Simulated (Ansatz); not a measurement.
# (KCl)2(NaI)1 [001] superlattice, started as rocksalt type: from the cell to its phonons, part 3 of 3

Aim: the vibrations of (KCl)2(NaI)1 [001] superlattice, started as rocksalt type, their spectra, and whether the structure is stable.

Ansatz 0.2.0; DFT PBE, scalar-relativistic, plane waves, PAW.

So far. Step 3 (Relaxing to small forces for the phonons): The largest force component left is 0.10 meV/Å and the pressure is 0.000 GPa, within the tolerances set. The cell now holds 33.60 Å³/atom. The relaxed cell has a = 4.526, c = 19.676 Å (conventional setting).

The structure was built from a prototype and need not be the compound's stable phase.

## Step 4: Linear response at the zone centre (continued)

Born charge (rows field, columns displacement) (e), principal values of the symmetric part by kind of site:

| atom | atoms with these values | low | middle | high | mean |
| --- | --- | --- | --- | --- | --- |
| Cl1 | 2 | -1.25 | -1.17 | -1.17 | -1.20 |
| I3 | 1 | -1.16 | -1.16 | -0.84 | -1.05 |
| K4 | 2 | 1.12 | 1.12 | 1.19 | 1.14 |
| Na6 | 1 | 0.96 | 1.26 | 1.26 | 1.16 |

In full for I3:

```
-1.16  0.00  0.00
 0.00 -1.16  0.00
 0.00  0.00 -0.84
```

High-frequency dielectric tensor:

```
2.61 0.00 0.00
0.00 2.61 0.00
0.00 0.00 2.54
```

Transverse modes; imaginary modes are left out. Infrared lines, with heights relative to the strongest:

| position (cm⁻¹) | relative intensity |
| --- | --- |
| 36 | 1.1 |
| 52 | 0.0 |
| 94 | 0.7 |
| 111 | 0.0 |
| 121 | 93 |
| 123 | 0.0 |
| 128 | 100 |
| 134 | 0.0 |
| 136 | 47 |

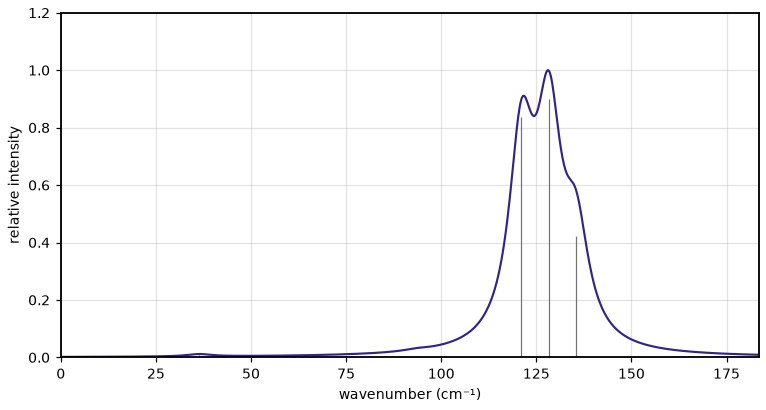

The infrared spectrum, broadened with Lorentzians of width 8 cm⁻¹; bars mark the lines.

Activity x (w_L - w)^4 (n + 1)/w, 532 nm, 300 K; imaginary modes are left out; modes without the macroscopic field alone. Raman lines, with heights relative to the strongest:

| position (cm⁻¹) | relative intensity |
| --- | --- |
| 36 | 0.0 |
| 52 | 43 |
| 94 | 0.0 |
| 111 | 10 |
| 121 | 0.0 |
| 123 | 24 |
| 128 | 0.0 |
| 134 | 100 |
| 136 | 0.0 |

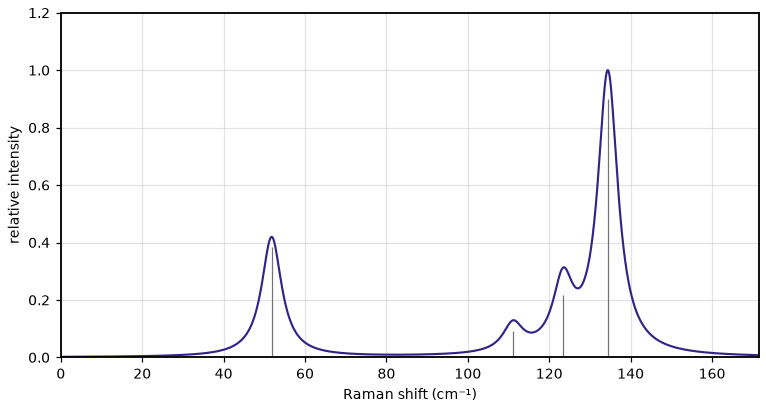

The Raman spectrum, broadened with Lorentzians of width 6 cm⁻¹; bars mark the lines.

Before it was imposed, the acoustic sum rule was missed by 5.8e-4 eV/Å² and the charge sum rule by 0.0075 e. Small misses are needed for a sound result but don't prove that mesh and cutoff are converged. The lowest optical mode is imaginary, 49.5i cm⁻¹, so the energy falls along it.

The log warns of the k mesh: “the force constants stand on the 4×4×4 k-mesh, whose period is 12.10 times the interband length at k = (0.0000, 0.0000, 0.0000), direct gap 4.134 eV, under 14: take them and everything formed from them as unconverged”.

## Step 5: Isotope substitution, element Cl, natural mass 35.45 amu

An isotope changes the mass and not the force constants, so no new electronic calculation is needed; the shifts show which modes move this element.

The same force constants with the mass of Cl changed from 35.450 to 36.966 u (phonopy, no LO-TO term). Both lists are sorted by frequency; levels can cross, so a row need not hold one and the same mode. Modes under 3 cm⁻¹ are left out. Isotope shifts, by row:

| q | rank | natural mass (cm⁻¹) | changed mass (cm⁻¹) |
| --- | --- | --- | --- |
| 0 0 0 | 1 | -49.5 | -49.27 |
| 0 0 0 | 5 | 36.41 | 36.26 |
| 0 0 0 | 6 | 36.41 | 36.26 |
| 0 0 0 | 7 | 51.83 | 51.36 |
| 0 0 0 | 8 | 51.83 | 51.36 |
| 0 0 0 | 9 | 93.61 | 93.08 |
| 0 0 0 | 10 | 111.1 | 109 |
| 0 0 0 | 11 | 121.1 | 119.7 |
| 0 0 0 | 12 | 121.1 | 119.7 |
| 0 0 0 | 13 | 123.4 | 122 |
| 0 0 0 | 14 | 123.4 | 122 |
| 0 0 0 | 15 | 128.3 | 128.2 |
| 0 0 0 | 16 | 128.3 | 128.2 |
| 0 0 0 | 17 | 134.3 | 134 |
| 0 0 0 | 18 | 135.5 | 134.7 |

A mode of this element alone would shift by -2.07 %. The highest zone-centre frequency without the field goes from 135.5 to 134.7 cm⁻¹ (-0.5 %).

## Step 6: Isotope substitution, element K, natural mass 39.0983 amu

The same for K, from 39.10 to 40.96 u.

The same force constants with the mass of K changed from 39.098 to 40.962 u (phonopy, no LO-TO term). Both lists are sorted by frequency; levels can cross, so a row need not hold one and the same mode. Modes under 3 cm⁻¹ are left out. Isotope shifts, by row:

| q | rank | natural mass (cm⁻¹) | changed mass (cm⁻¹) |
| --- | --- | --- | --- |
| 0 0 0 | 1 | -49.5 | -49.5 |
| 0 0 0 | 5 | 36.41 | 36.14 |
| 0 0 0 | 6 | 36.41 | 36.14 |
| 0 0 0 | 7 | 51.83 | 51.15 |
| 0 0 0 | 8 | 51.83 | 51.15 |
| 0 0 0 | 9 | 93.61 | 93.4 |
| 0 0 0 | 10 | 111.1 | 110.7 |
| 0 0 0 | 11 | 121.1 | 119.9 |
| 0 0 0 | 12 | 121.1 | 119.9 |
| 0 0 0 | 13 | 123.4 | 122.2 |
| 0 0 0 | 14 | 123.4 | 122.2 |
| 0 0 0 | 15 | 128.3 | 128.3 |
| 0 0 0 | 16 | 128.3 | 128.3 |
| 0 0 0 | 17 | 134.3 | 131.7 |
| 0 0 0 | 18 | 135.5 | 133.5 |

A mode of this element alone would shift by -2.30 %. The highest zone-centre frequency without the field goes from 135.5 to 133.5 cm⁻¹ (-1.5 %).

## Step 7: Summary of results

* space group after relaxation (within 0.01 Å): I4/mmm
* volume per atom: 33.6 Å³
* gap on the k-mesh: 4.06 eV
* highest optical mode at the zone centre (no LO-TO term): 135 cm⁻¹
* top of the zone-centre spectrum with the field: 190 cm⁻¹
* lowest optical zone-centre mode: -49.5 cm⁻¹
* mean high-frequency dielectric constant: 2.59
* largest Born charge (third of the trace): -1.20 e
* imaginary modes at Γ (the only wavevector solved): yes

In words: A zone-centre mode is imaginary (49.5i cm⁻¹), so this structure is not a minimum of the energy. Without the field, the optical modes at Γ span -50 to 135 cm⁻¹ (negative means imaginary). The dispersion is not part of this account. The highest mode in this list at Γ, 135.5 cm⁻¹, has its largest share on K (65 % of the kinetic energy). With the macroscopic field of the longitudinal modes the top of the zone-centre spectrum lies at 190 cm⁻¹, against 135 cm⁻¹ without it. Among the real modes, the strongest infrared line is at 128 cm⁻¹. Averaged over orientations, the strongest Raman line at 532 nm and 300 K is at 134 cm⁻¹. With the field response the log warns that the k mesh is coarse for the force constants too, so the frequencies may not be converged. Spin-orbit coupling is left out, which can matter for the heavy elements here. The starting cell was built on a prototype and not taken from a measurement, so the phase need not exist. These are harmonic frequencies at zero temperature: anharmonic shifts, linewidths and thermal expansion are left out.

[Logs are printed without paths, hosts, clocks, repeated set-up lines and the standing remarks that a program may print on its own settings, such as how far it seeks lower states.]

[Hosts, paths, dates, database ids (printed as entryN), source tags and the programs' standing remarks are cut or masked in the printed files.]
